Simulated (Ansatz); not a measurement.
The parent structure is ZnO in the wurtzite structure (space group P6_3mc, No. 186; a = 3.280 Å, c = 5.294 Å).

Perturbation: a fraction x = 0.667 of the O sites is given to S, ordered in a cell of 12 atoms (starting symmetry Cmc2_1) and fully relaxed.

Computed with PBE (Ansatz, an electronic-structure program; PAW; 420 eV plane waves; without spin-orbit coupling), earlier PAW set.

The zone is the changed cell's own and can be folded.

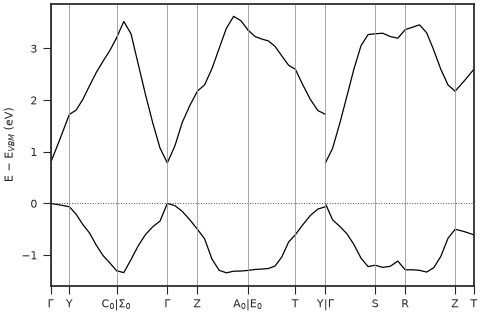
Figure: Highest valence and lowest conduction band along the path of the changed cell's own zone

Problem. From the figure, how large is the changed gap, and is it direct?

Solution. About 0.8 eV, direct at Γ.

Each cell is one ordered arrangement of few atoms, which overstates ordering effects compared with a random alloy. Stability against distortions was not tested. Labels are those of the standard path for the cell's own space group.
